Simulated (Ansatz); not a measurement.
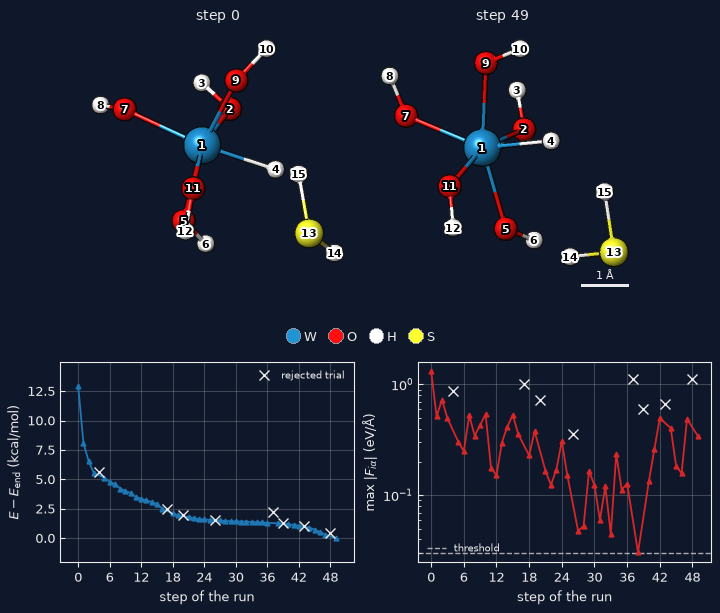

First and last geometry of a relaxation of WH₈SO₅, with the history of the run. A ball-and-stick model, seen from a free direction.

The run prepares an end point of a later path (reaction) calculation, from a guessed geometry.

Method: RHF/def2-SVP (Ansatz 0.2.0). Set-up: no spin polarisation; force threshold 0.03 eV/Å; at most 50 steps.

Did the run converge, and what did it change?

Answer. The relaxation stopped without meeting its thresholds, so the last structure isn't shown to be converged. It used up its limit of 50 steps. Over 41 accepted moves (49 points after the start) the energy falls by 12.9 kcal/mol. Largest force component: 1.3 eV/Å at the start, 0.34 eV/Å at the end. The line search rejected the trial steps at points 4, 17, 20, 26, 37, 39, 43, 48 of the run. H14 moves most after the best rigid fit: 1.34 Å. Largest moves by element: H 1.34 Å, S 1.20 Å, O 0.91 Å, W 0.10 Å. Near-neighbour distances that change, for instance: W1–O9 1.850 → 1.941 Å, S13–H15 1.371 → 1.336 Å, W1–O2 1.952 → 1.917 Å, W1–O7 1.907 → 1.890 Å. Bond angles that change, for instance: W1–O9–H10 148.4° → 121.2°, O5–W1–O7 93.0° → 119.2°, O7–W1–O9 100.0° → 78.7°.

```json
{"step": "0", "E − E(0), kcal/mol": "0.00", "largest force component, eV/Å": "1.3258", "note": ""}
{"step": "1", "E − E(0), kcal/mol": "-4.83", "largest force component, eV/Å": "0.5181", "note": ""}
{"step": "2", "E − E(0), kcal/mol": "-6.41", "largest force component, eV/Å": "0.7263", "note": ""}
{"step": "3", "E − E(0), kcal/mol": "-7.41", "largest force component, eV/Å": "0.4937", "note": ""}
{"step": "4", "E − E(0), kcal/mol": "-7.32", "largest force component, eV/Å": "0.8727", "note": "rejected"}
{"step": "5", "E − E(0), kcal/mol": "-7.79", "largest force component, eV/Å": "0.3037", "note": ""}
{"step": "6", "E − E(0), kcal/mol": "-8.15", "largest force component, eV/Å": "0.2501", "note": ""}
{"step": "7", "E − E(0), kcal/mol": "-8.32", "largest force component, eV/Å": "0.5255", "note": ""}
{"step": "8", "E − E(0), kcal/mol": "-8.71", "largest force component, eV/Å": "0.3455", "note": ""}
{"step": "9", "E − E(0), kcal/mol": "-8.92", "largest force component, eV/Å": "0.4302", "note": ""}
{"step": "10", "E − E(0), kcal/mol": "-9.10", "largest force component, eV/Å": "0.5388", "note": ""}
{"step": "12", "E − E(0), kcal/mol": "-9.58", "largest force component, eV/Å": "0.1512", "note": ""}
{"step": "14", "E − E(0), kcal/mol": "-9.86", "largest force component, eV/Å": "0.4173", "note": ""}
{"step": "16", "E − E(0), kcal/mol": "-10.43", "largest force component, eV/Å": "0.3558", "note": ""}
{"step": "18", "E − E(0), kcal/mol": "-10.82", "largest force component, eV/Å": "0.2293", "note": ""}
{"step": "20", "E − E(0), kcal/mol": "-10.99", "largest force component, eV/Å": "0.7223", "note": "rejected"}
{"step": "22", "E − E(0), kcal/mol": "-11.22", "largest force component, eV/Å": "0.1240", "note": ""}
{"step": "24", "E − E(0), kcal/mol": "-11.32", "largest force component, eV/Å": "0.3070", "note": ""}
{"step": "26", "E − E(0), kcal/mol": "-11.38", "largest force component, eV/Å": "0.3572", "note": "rejected"}
{"step": "28", "E − E(0), kcal/mol": "-11.47", "largest force component, eV/Å": "0.0529", "note": ""}
{"step": "31", "E − E(0), kcal/mol": "-11.52", "largest force component, eV/Å": "0.0601", "note": ""}
{"step": "33", "E − E(0), kcal/mol": "-11.56", "largest force component, eV/Å": "0.0447", "note": ""}
{"step": "35", "E − E(0), kcal/mol": "-11.59", "largest force component, eV/Å": "0.1127", "note": ""}
{"step": "37", "E − E(0), kcal/mol": "-10.69", "largest force component, eV/Å": "1.1231", "note": "rejected"}
{"step": "39", "E − E(0), kcal/mol": "-11.67", "largest force component, eV/Å": "0.6010", "note": "rejected"}
{"step": "41", "E − E(0), kcal/mol": "-11.81", "largest force component, eV/Å": "0.2599", "note": ""}
{"step": "43", "E − E(0), kcal/mol": "-11.85", "largest force component, eV/Å": "0.6671", "note": "rejected"}
{"step": "45", "E − E(0), kcal/mol": "-12.20", "largest force component, eV/Å": "0.1850", "note": ""}
{"step": "47", "E − E(0), kcal/mol": "-12.62", "largest force component, eV/Å": "0.4873", "note": ""}
{"step": "49", "E − E(0), kcal/mol": "-12.93", "largest force component, eV/Å": "0.3427", "note": ""}
```

Limits of the set-up: the start holds two separate molecules, 2.2 Å apart at their closest, whose relative position is a soft coordinate and is computed without a dispersion correction; Hartree-Fock leaves out electron correlation.
